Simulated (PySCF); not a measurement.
# BeH₃Cl, a complex of two parts: interaction energy, part 3 of 3

PySCF 2.14.0. Atoms count from 0, parts from 1. The steps go on from the part before.

## 8. Coupled-cluster interaction energy: CCSD(T) and MP2, 2.10 Å

The job: settings as JSON, then the geometry in Å.

```
{"job": {"kind": "intercc", "basis": "aug-cc-pVDZ", "basis_mid": "aug-cc-pVTZ", "basis_large": "aug-cc-pVQZ"}, "charge": 0, "multiplicity": 1, "parts": [{"atoms": "0-2", "charge": 0, "multiplicity": 1}, {"atoms": "3-4", "charge": 0, "multiplicity": 1}]}
Be     0.023713    -0.137402    -0.043211
H      0.463918     0.177974    -1.276186
H     -0.893735    -0.336662     0.926926
Cl     1.809913    -0.598726     0.953049
H      1.286553    -0.880649     2.091624
```

Level: CCSD(T)/aug-cc-pVDZ and MP2/aug-cc-pVTZ, aug-cc-pVQZ counterpoise interaction energy, frozen core, gas phase.

What it wrote:

```text
part 1, own basis, geometry of the cluster: E = -15.7670466336 (as before)

part 2, own basis, geometry of the cluster: E = -460.1074353149 (as before)

part 1, own basis, relaxed alone: E = -15.7719336632 (as before)

part 2, own basis, relaxed alone: E = -460.1075273144 (as before)

cluster
final grid: 4552 points
cycle   1  E = -475.8679726003  dE = -3.095e-02  |g| = 7.846e-02  |ddm| = 1.216e+00
cycle   2  E = -475.8710361617  dE = -3.064e-03  |g| = 2.631e-02  |ddm| = 2.577e-01
cycle   3  E = -475.8714974336  dE = -4.613e-04  |g| = 1.036e-02  |ddm| = 8.206e-02
cycle   4  E = -475.8715832596  dE = -8.583e-05  |g| = 1.677e-03  |ddm| = 4.738e-02
cycle   5  E = -475.8715857989  dE = -2.539e-06  |g| = 3.166e-04  |ddm| = 5.705e-03
cycle   6  E = -475.8715858834  dE = -8.445e-08  |g| = 1.032e-04  |ddm| = 8.910e-04
cycle   7  E = -475.8715858914  dE = -8.063e-09  |g| = 2.458e-05  |ddm| = 2.973e-04
cycle   8  E = -475.8715858920  dE = -5.774e-10  |g| = 4.821e-06  |ddm| = 1.077e-04
converged SCF energy = -475.8715858920

part 1 in the basis of the cluster
final grid: 4552 points
cycle   1  E = -15.7671039749  dE = -6.532e-05  |g| = 1.691e-03  |ddm| = 1.860e-01
cycle   2  E = -15.7671049261  dE = -9.512e-07  |g| = 2.281e-04  |ddm| = 2.190e-02
cycle   3  E = -15.7671049513  dE = -2.515e-08  |g| = 1.941e-05  |ddm| = 3.689e-03
cycle   4  E = -15.7671049516  dE = -2.865e-10  |g| = 2.488e-06  |ddm| = 3.307e-04
converged SCF energy = -15.7671049516

part 2 in the basis of the cluster
final grid: 4552 points
cycle   1  E = -460.1075254382  dE = -9.218e-05  |g| = 2.010e-03  |ddm| = 2.663e-01
cycle   2  E = -460.1075269928  dE = -1.555e-06  |g| = 3.038e-04  |ddm| = 4.235e-02
cycle   3  E = -460.1075270408  dE = -4.794e-08  |g| = 2.740e-05  |ddm| = 8.724e-03
cycle   4  E = -460.1075270413  dE = -4.879e-10  |g| = 6.067e-06  |ddm| = 5.763e-04
converged SCF energy = -460.1075270413

Interaction energy (kcal/mol)
  counterpoise       -3.587
  uncorrected        -4.550
  dispersion part     0.000
  deformation         2.909
  binding            -0.678

Decomposition of the uncorrected value (kcal/mol)
  electrostatic     -27.448
  Pauli              50.949
  orbital           -21.691
  dispersion          0.000
  correlation        -6.361

Charge of each part in the cluster: -0.089 0.089
part 1, own basis, geometry of the cluster: E = -15.7681086910 (as before)

part 2, own basis, geometry of the cluster: E = -460.1112042707 (as before)

part 1, own basis, relaxed alone: E = -15.7730139330 (as before)

part 2, own basis, relaxed alone: E = -460.1113072644 (as before)

cluster
final grid: 4552 points
cycle   1  E = -475.8729765488  dE = -3.087e-02  |g| = 8.167e-02  |ddm| = 1.260e+00
cycle   2  E = -475.8760694485  dE = -3.093e-03  |g| = 2.789e-02  |ddm| = 2.496e-01
cycle   3  E = -475.8765301803  dE = -4.607e-04  |g| = 1.108e-02  |ddm| = 7.851e-02
cycle   4  E = -475.8766297885  dE = -9.961e-05  |g| = 1.783e-03  |ddm| = 4.957e-02
cycle   5  E = -475.8766326037  dE = -2.815e-06  |g| = 3.559e-04  |ddm| = 6.562e-03
cycle   6  E = -475.8766327023  dE = -9.859e-08  |g| = 1.207e-04  |ddm| = 9.922e-04
cycle   7  E = -475.8766327128  dE = -1.054e-08  |g| = 2.674e-05  |ddm| = 3.833e-04
cycle   8  E = -475.8766327135  dE = -6.706e-10  |g| = 5.200e-06  |ddm| = 1.149e-04
converged SCF energy = -475.8766327135

part 1 in the basis of the cluster
final grid: 4552 points
cycle   1  E = -15.7681052153  dE = -3.392e-06  |g| = 3.340e-04  |ddm| = 6.736e-02
cycle   2  E = -15.7681052438  dE = -2.849e-08  |g| = 3.538e-05  |ddm| = 7.492e-03
cycle   3  E = -15.7681052444  dE = -5.512e-10  |g| = 3.052e-06  |ddm| = 1.150e-03
converged SCF energy = -15.7681052444

part 2 in the basis of the cluster
final grid: 4552 points
cycle   1  E = -460.1112355498  dE = -3.216e-05  |g| = 1.088e-03  |ddm| = 2.897e-01
cycle   2  E = -460.1112360409  dE = -4.911e-07  |g| = 1.535e-04  |ddm| = 4.201e-02
cycle   3  E = -460.1112360544  dE = -1.349e-08  |g| = 1.351e-05  |ddm| = 7.396e-03
cycle   4  E = -460.1112360545  dE = -1.198e-10  |g| = 2.456e-06  |ddm| = 3.530e-04
converged SCF energy = -460.1112360545

Interaction energy (kcal/mol)
  counterpoise       -4.273
  uncorrected        -4.767
  dispersion part     0.000
  deformation         2.959
  binding            -1.314

Decomposition of the uncorrected value (kcal/mol)
  electrostatic     -27.008
  Pauli              50.351
  orbital           -21.666
  dispersion          0.000
  correlation        -6.444

Charge of each part in the cluster: -0.089 0.089
part 1 in the basis of the cluster: E(HF) = -15.763654415  E2 = -0.053122454  E(CCSD corr) = -0.070290939  (T) = -0.000507891
part 2 in the basis of the cluster: E(HF) = -460.092929533  E2 = -0.160933388  E(CCSD corr) = -0.177540457  (T) = -0.004180465
cluster: E(HF) = -475.851675934  E2 = -0.220430709  E(CCSD corr) = -0.252851446  (T) = -0.005540119

Counterpoise interaction energy (kcal/mol)
  hf_small                   3.080
  mp2_small                 -0.920
  ccsd_small                -0.070
  ccsdt_small               -0.605
  hf_large                   1.700
  mp2_large                 -4.274
  hf_middle                  1.911
  mp2_middle                -3.587
  scs_mp2_large             -2.847
  mp2_limit                 -4.620
  ccsdt_less_mp2             0.316
  ccsdt_limit_estimate      -4.304
  bsse_mp2_large             0.493
```

Wall time 28 s (1 thread of Arm Neoverse N1, shared host); peak memory 0.57 GiB.

Contacts at this geometry (a selection, picked against the atoms' radii; other short pairs can be missing):

```tsv
atoms	distance (Å)	kind (by distance and angle)	angle (°)
Be0···Cl3	2.10	bonding distance	–
```

Differences are taken before rounding.

```tsv
method	interaction energy (kcal/mol)	from CCSD(T), limit estimate (kcal/mol)
HF/aug-cc-pVDZ	3.08	+7.38
MP2/aug-cc-pVDZ	-0.92	+3.38
CCSD/aug-cc-pVDZ	-0.07	+4.23
CCSD(T)/aug-cc-pVDZ	-0.60	+3.70
HF/aug-cc-pVQZ	1.70	+6.00
MP2/aug-cc-pVQZ	-4.27	+0.03
SCS-MP2/aug-cc-pVQZ	-2.85	+1.46
MP2, extrapolated	-4.62	-0.32
CCSD(T), limit estimate	-4.30	0
```

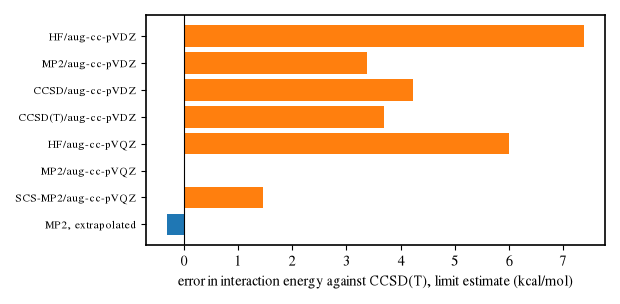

Error of each method against CCSD(T), limit estimate.

These energies keep the parts at their geometry in the cluster; deforming them to it costs 2.96 kcal/mol (MP2).

## 9. Coupled-cluster interaction energy: CCSD(T) and MP2, 3.50 Å

Same as in step 8 but for these lines:

```diff
@@ -4,3 +4,3 @@
 H     -0.893735    -0.336662     0.926926
-Cl     1.809913    -0.598726     0.953049
-H      1.286553    -0.880649     2.091624
+Cl     3.000714    -0.906275     1.617223
+H      2.477354    -1.188198     2.755798
```

With the program's defaults for keys left out, this is: CCSD(T)/aug-cc-pVDZ and MP2/aug-cc-pVTZ, aug-cc-pVQZ counterpoise interaction energy, frozen core, gas phase.

What it wrote:

```text
part 1, own basis, geometry of the cluster: E = -15.7670466336 (as before)

part 2, own basis, geometry of the cluster: E = -460.1074353149 (as before)

part 1, own basis, relaxed alone: E = -15.7719336632 (as before)

part 2, own basis, relaxed alone: E = -460.1075273144 (as before)

cluster
final grid: 4552 points
cycle   1  E = -475.8767923277  dE = -7.768e-04  |g| = 1.058e-02  |ddm| = 1.986e-01
cycle   2  E = -475.8768643680  dE = -7.204e-05  |g| = 3.475e-03  |ddm| = 3.489e-02
cycle   3  E = -475.8768742004  dE = -9.832e-06  |g| = 1.238e-03  |ddm| = 8.979e-03
cycle   4  E = -475.8768756299  dE = -1.429e-06  |g| = 1.924e-04  |ddm| = 4.421e-03
cycle   5  E = -475.8768756586  dE = -2.872e-08  |g| = 3.854e-05  |ddm| = 8.201e-04
cycle   6  E = -475.8768756595  dE = -9.214e-10  |g| = 1.313e-05  |ddm| = 9.748e-05
converged SCF energy = -475.8768756595

part 1 in the basis of the cluster
final grid: 4552 points
cycle   1  E = -15.7670587812  dE = -1.615e-05  |g| = 7.259e-04  |ddm| = 7.961e-02
cycle   2  E = -15.7670590212  dE = -2.400e-07  |g| = 9.810e-05  |ddm| = 9.909e-03
cycle   3  E = -15.7670590269  dE = -5.728e-09  |g| = 6.884e-06  |ddm| = 1.654e-03
cycle   4  E = -15.7670590270  dE = -3.697e-11  |g| = 9.233e-07  |ddm| = 9.931e-05
converged SCF energy = -15.7670590270

part 2 in the basis of the cluster
final grid: 4552 points
cycle   1  E = -460.1074787681  dE = -4.497e-05  |g| = 1.402e-03  |ddm| = 1.184e-01
cycle   2  E = -460.1074796036  dE = -8.355e-07  |g| = 2.199e-04  |ddm| = 1.623e-02
cycle   3  E = -460.1074796289  dE = -2.529e-08  |g| = 1.816e-05  |ddm| = 3.007e-03
cycle   4  E = -460.1074796291  dE = -2.144e-10  |g| = 3.310e-06  |ddm| = 1.499e-04
converged SCF energy = -460.1074796291

Interaction energy (kcal/mol)
  counterpoise       -2.186
  uncorrected        -2.365
  dispersion part     0.000
  deformation         2.909
  binding             0.723

Decomposition of the uncorrected value (kcal/mol)
  electrostatic      -1.810
  Pauli               0.844
  orbital            -0.540
  dispersion          0.000
  correlation        -0.860

Charge of each part in the cluster: -0.007 0.007
part 1, own basis, geometry of the cluster: E = -15.7681086910 (as before)

part 2, own basis, geometry of the cluster: E = -460.1112042707 (as before)

part 1, own basis, relaxed alone: E = -15.7730139330 (as before)

part 2, own basis, relaxed alone: E = -460.1113072644 (as before)

cluster
final grid: 4552 points
cycle   1  E = -475.8815985265  dE = -7.708e-04  |g| = 1.124e-02  |ddm| = 1.527e-01
cycle   2  E = -475.8816741661  dE = -7.564e-05  |g| = 3.781e-03  |ddm| = 2.907e-02
cycle   3  E = -475.8816843832  dE = -1.022e-05  |g| = 1.366e-03  |ddm| = 9.779e-03
cycle   4  E = -475.8816861473  dE = -1.764e-06  |g| = 2.123e-04  |ddm| = 5.367e-03
cycle   5  E = -475.8816861807  dE = -3.335e-08  |g| = 4.257e-05  |ddm| = 8.786e-04
cycle   6  E = -475.8816861817  dE = -1.038e-09  |g| = 1.479e-05  |ddm| = 1.202e-04
cycle   7  E = -475.8816861819  dE = -1.549e-10  |g| = 3.572e-06  |ddm| = 5.281e-05
converged SCF energy = -475.8816861819

part 1 in the basis of the cluster
final grid: 4552 points
cycle   1  E = -15.7681058450  dE = -9.332e-07  |g| = 1.751e-04  |ddm| = 3.133e-02
cycle   2  E = -15.7681058571  dE = -1.212e-08  |g| = 2.219e-05  |ddm| = 3.747e-03
cycle   3  E = -15.7681058573  dE = -2.504e-10  |g| = 1.547e-06  |ddm| = 5.711e-04
converged SCF energy = -15.7681058573

part 2 in the basis of the cluster
final grid: 4552 points
cycle   1  E = -460.1112169133  dE = -1.364e-05  |g| = 7.035e-04  |ddm| = 1.050e-01
cycle   2  E = -460.1112171553  dE = -2.421e-07  |g| = 1.073e-04  |ddm| = 1.379e-02
cycle   3  E = -460.1112171623  dE = -6.998e-09  |g| = 9.001e-06  |ddm| = 2.454e-03
cycle   4  E = -460.1112171624  dE = -5.502e-11  |g| = 1.379e-06  |ddm| = 1.057e-04
converged SCF energy = -460.1112171624

Interaction energy (kcal/mol)
  counterpoise       -2.236
  uncorrected        -2.318
  dispersion part     0.000
  deformation         2.959
  binding             0.723

Decomposition of the uncorrected value (kcal/mol)
  electrostatic      -1.810
  Pauli               0.856
  orbital            -0.539
  dispersion          0.000
  correlation        -0.826

Charge of each part in the cluster: -0.007 0.007
part 1 in the basis of the cluster: E(HF) = -15.763582457  E2 = -0.052852034  E(CCSD corr) = -0.070061558  (T) = -0.000497017
part 2 in the basis of the cluster: E(HF) = -460.092670342  E2 = -0.159463831  E(CCSD corr) = -0.175952661  (T) = -0.003998974
cluster: E(HF) = -475.858701549  E2 = -0.213259432  E(CCSD corr) = -0.246749981  (T) = -0.004644489

Counterpoise interaction energy (kcal/mol)
  hf_small                  -1.537
  mp2_small                 -2.129
  ccsd_small                -1.998
  ccsdt_small               -2.091
  hf_large                  -1.483
  mp2_large                 -2.236
  hf_middle                 -1.466
  mp2_middle                -2.186
  scs_mp2_large             -2.035
  mp2_limit                 -2.261
  ccsdt_less_mp2             0.037
  ccsdt_limit_estimate      -2.224
  bsse_mp2_large             0.082
```

It took 28 s on 1 thread of Arm Neoverse N1, shared host; peak memory 0.57 GiB.

Contacts at this geometry (a selection, picked against the atoms' radii; other short pairs can be missing):

```tsv
atoms	distance (Å)	kind (by distance and angle)	angle (°)
Be0···Cl3	3.49	inside the van der Waals sum	–
```

Differences are taken before rounding.

```tsv
method	interaction energy (kcal/mol)	from CCSD(T), limit estimate (kcal/mol)
HF/aug-cc-pVDZ	-1.54	+0.69
MP2/aug-cc-pVDZ	-2.13	+0.10
CCSD/aug-cc-pVDZ	-2.00	+0.23
CCSD(T)/aug-cc-pVDZ	-2.09	+0.13
HF/aug-cc-pVQZ	-1.48	+0.74
MP2/aug-cc-pVQZ	-2.24	-0.01
SCS-MP2/aug-cc-pVQZ	-2.04	+0.19
MP2, extrapolated	-2.26	-0.04
CCSD(T), limit estimate	-2.22	0
```

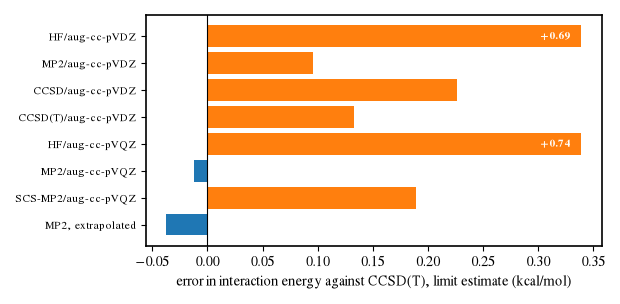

Deviations from CCSD(T), limit estimate, method by method. Bars with a number in them are cut short.

These energies keep the parts at their geometry in the cluster; deforming them to it costs 2.96 kcal/mol (MP2).

## 10. Coupled-cluster interaction energy: CCSD(T) and MP2, 4.66 Å

Same as in step 9 but for these lines:

```diff
@@ -4,3 +4,3 @@
 H     -0.893735    -0.336662     0.926926
-Cl     3.000714    -0.906275     1.617223
-H      2.477354    -1.188198     2.755798
+Cl     3.993047    -1.162566     2.170701
+H      3.469687    -1.444489     3.309276
```

With the program's defaults for keys left out, this is: CCSD(T)/aug-cc-pVDZ and MP2/aug-cc-pVTZ, aug-cc-pVQZ counterpoise interaction energy, frozen core, gas phase.

What it wrote:

```text
part 1, own basis, geometry of the cluster: E = -15.7670466336 (as before)

part 2, own basis, geometry of the cluster: E = -460.1074353149 (as before)

part 1, own basis, relaxed alone: E = -15.7719336632 (as before)

part 2, own basis, relaxed alone: E = -460.1075273144 (as before)

cluster
final grid: 4552 points
cycle   1  E = -475.8752842962  dE = -7.985e-05  |g| = 3.295e-03  |ddm| = 5.386e-02
cycle   2  E = -475.8752902698  dE = -5.974e-06  |g| = 9.940e-04  |ddm| = 9.851e-03
cycle   3  E = -475.8752909502  dE = -6.804e-07  |g| = 3.462e-04  |ddm| = 2.475e-03
cycle   4  E = -475.8752910632  dE = -1.129e-07  |g| = 5.129e-05  |ddm| = 1.395e-03
cycle   5  E = -475.8752910651  dE = -1.938e-09  |g| = 1.284e-05  |ddm| = 1.766e-04
cycle   6  E = -475.8752910652  dE = -9.578e-11  |g| = 3.216e-06  |ddm| = 3.402e-05
converged SCF energy = -475.8752910652

part 1 in the basis of the cluster
final grid: 4552 points
cycle   1  E = -15.7670478933  dE = -3.521e-06  |g| = 2.741e-04  |ddm| = 2.900e-02
cycle   2  E = -15.7670479399  dE = -4.658e-08  |g| = 3.714e-05  |ddm| = 3.597e-03
cycle   3  E = -15.7670479409  dE = -1.036e-09  |g| = 2.718e-06  |ddm| = 6.011e-04
cycle   4  E = -15.7670479409  dE = -5.947e-12  |g| = 4.503e-07  |ddm| = 3.190e-05
converged SCF energy = -15.7670479409

part 2 in the basis of the cluster
final grid: 4552 points
cycle   1  E = -460.1074472490  dE = -1.262e-05  |g| = 5.900e-04  |ddm| = 4.039e-02
cycle   2  E = -460.1074474400  dE = -1.910e-07  |g| = 8.743e-05  |ddm| = 5.385e-03
cycle   3  E = -460.1074474453  dE = -5.337e-09  |g| = 7.308e-06  |ddm| = 9.666e-04
cycle   4  E = -460.1074474453  dE = -3.996e-11  |g| = 1.186e-06  |ddm| = 5.092e-05
converged SCF energy = -460.1074474453

Interaction energy (kcal/mol)
  counterpoise       -0.620
  uncorrected        -0.670
  dispersion part     0.000
  deformation         2.909
  binding             2.289

Decomposition of the uncorrected value (kcal/mol)
  electrostatic      -0.477
  Pauli               0.022
  orbital            -0.054
  dispersion          0.000
  correlation        -0.161

Charge of each part in the cluster: -0.001 0.001
part 1, own basis, geometry of the cluster: E = -15.7681086910 (as before)

part 2, own basis, geometry of the cluster: E = -460.1112042707 (as before)

part 1, own basis, relaxed alone: E = -15.7730139330 (as before)

part 2, own basis, relaxed alone: E = -460.1113072644 (as before)

cluster
final grid: 4552 points
cycle   1  E = -475.8801032962  dE = -6.827e-05  |g| = 3.432e-03  |ddm| = 6.327e-02
cycle   2  E = -475.8801089103  dE = -5.614e-06  |g| = 1.083e-03  |ddm| = 1.043e-02
cycle   3  E = -475.8801095583  dE = -6.480e-07  |g| = 3.704e-04  |ddm| = 2.724e-03
cycle   4  E = -475.8801096898  dE = -1.316e-07  |g| = 5.291e-05  |ddm| = 1.631e-03
cycle   5  E = -475.8801096917  dE = -1.850e-09  |g| = 1.326e-05  |ddm| = 1.990e-04
cycle   6  E = -475.8801096918  dE = -9.760e-11  |g| = 3.490e-06  |ddm| = 4.319e-05
converged SCF energy = -475.8801096918

part 1 in the basis of the cluster
final grid: 4552 points
cycle   1  E = -15.7681067790  dE = -2.768e-07  |g| = 8.895e-05  |ddm| = 1.123e-02
cycle   2  E = -15.7681067831  dE = -4.108e-09  |g| = 1.238e-05  |ddm| = 1.215e-03
cycle   3  E = -15.7681067832  dE = -9.315e-11  |g| = 8.954e-07  |ddm| = 1.971e-04
converged SCF energy = -15.7681067832

part 2 in the basis of the cluster
final grid: 4552 points
cycle   1  E = -460.1112115467  dE = -7.871e-06  |g| = 5.452e-04  |ddm| = 5.587e-02
cycle   2  E = -460.1112116957  dE = -1.490e-07  |g| = 8.402e-05  |ddm| = 6.648e-03
cycle   3  E = -460.1112116999  dE = -4.210e-09  |g| = 6.569e-06  |ddm| = 1.138e-03
cycle   4  E = -460.1112116999  dE = -2.808e-11  |g| = 9.349e-07  |ddm| = 6.128e-05
converged SCF energy = -460.1112116999

Interaction energy (kcal/mol)
  counterpoise       -0.621
  uncorrected        -0.649
  dispersion part     0.000
  deformation         2.959
  binding             2.338

Decomposition of the uncorrected value (kcal/mol)
  electrostatic      -0.477
  Pauli               0.022
  orbital            -0.047
  dispersion          0.000
  correlation        -0.148

Charge of each part in the cluster: -0.001 0.001
part 1 in the basis of the cluster: E(HF) = -15.763567160  E2 = -0.052828163  E(CCSD corr) = -0.070041485  (T) = -0.000496196
part 2 in the basis of the cluster: E(HF) = -460.092612980  E2 = -0.159307999  E(CCSD corr) = -0.175793289  (T) = -0.003979318
cluster: E(HF) = -475.857013220  E2 = -0.212304761  E(CCSD corr) = -0.245953748  (T) = -0.004500512

Counterpoise interaction energy (kcal/mol)
  hf_small                  -0.523
  mp2_small                 -0.629
  ccsd_small                -0.597
  ccsdt_small               -0.613
  hf_large                  -0.496
  mp2_large                 -0.621
  hf_middle                 -0.499
  mp2_middle                -0.620
  scs_mp2_large             -0.581
  mp2_limit                 -0.624
  ccsdt_less_mp2             0.015
  ccsdt_limit_estimate      -0.608
  bsse_mp2_large             0.028
```

Wall time 28 s (1 thread of Arm Neoverse N1, shared host); peak memory 0.57 GiB.

Contacts at this geometry (a selection, picked against the atoms' radii; other short pairs can be missing):

```tsv
atoms	distance (Å)	kind (by distance and angle)	angle (°)
Be0···Cl3	4.66	beyond van der Waals contact	–
```

Differences are taken before rounding.

```tsv
method	interaction energy (kcal/mol)	from CCSD(T), limit estimate (kcal/mol)
HF/aug-cc-pVDZ	-0.52	+0.09
MP2/aug-cc-pVDZ	-0.63	-0.02
CCSD/aug-cc-pVDZ	-0.60	+0.01
CCSD(T)/aug-cc-pVDZ	-0.61	0.00
HF/aug-cc-pVQZ	-0.50	+0.11
MP2/aug-cc-pVQZ	-0.62	-0.01
SCS-MP2/aug-cc-pVQZ	-0.58	+0.03
MP2, extrapolated	-0.62	-0.02
CCSD(T), limit estimate	-0.61	0
```

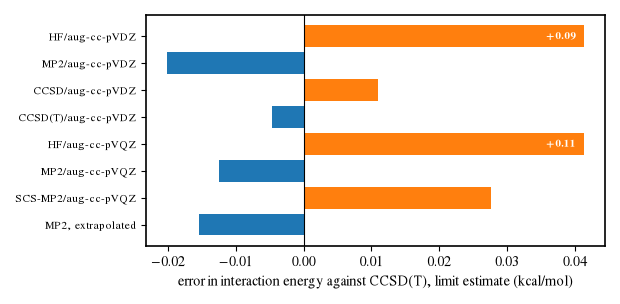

How far each level lands from CCSD(T), limit estimate. Bars with a number in them are cut short.

These energies keep the parts at their geometry in the cluster; deforming them to it costs 2.96 kcal/mol (MP2).

## 11. The curve

Counterpoise interaction energies (kcal/mol):

```tsv
Be0···Cl3 (Å)	HF	MP2 limit	CCSD(T) estimate	time
2.10	1.70	-4.62	-4.30	28 s
2.21	-0.58	-6.01	-5.76	28 s
2.33	-1.79	-6.44	-6.23	32 s
2.45	-2.38	-6.34	-6.17	27 s
2.56	-2.61	-5.96	-5.82	29 s
2.91	-2.38	-4.36	-4.28	28 s
3.50	-1.48	-2.26	-2.22	28 s
4.66	-0.50	-0.62	-0.61	28 s
```

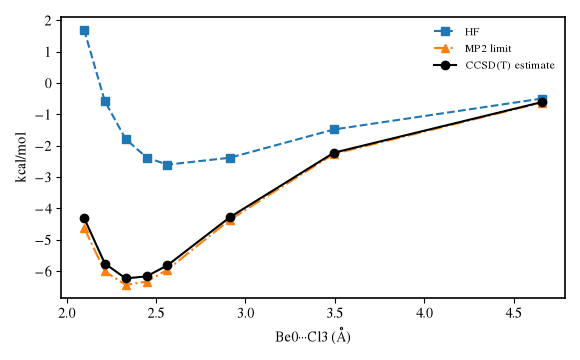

Interaction energy along the rigid scan.

## 12. Results

The summary covers parts 1 to 3.

```
                            quantity                   value
                         point group                      Cs
rotational constants (main isotopes)  99.26, 10.49, 9.49 GHz
          CCSD(T) estimate at 2.10 Å          -4.30 kcal/mol
          CCSD(T) estimate at 2.21 Å          -5.76 kcal/mol
          CCSD(T) estimate at 2.33 Å          -6.23 kcal/mol
          CCSD(T) estimate at 2.45 Å          -6.17 kcal/mol
          CCSD(T) estimate at 2.56 Å          -5.82 kcal/mol
          CCSD(T) estimate at 2.91 Å          -4.28 kcal/mol
          CCSD(T) estimate at 3.50 Å          -2.22 kcal/mol
          CCSD(T) estimate at 4.66 Å          -0.61 kcal/mol
```

**Reading.** Over 7 steps the energy fell by 0.166 eV; of the close pairs, Be0–Cl3 changed most, 2.065 to 2.330 Å. Along the rigid scan the CCSD(T) estimate is lowest at 2.33 Å (-6.23 kcal/mol), where MP2 at the limit misses it by -0.21 and Hartree-Fock by +4.44.
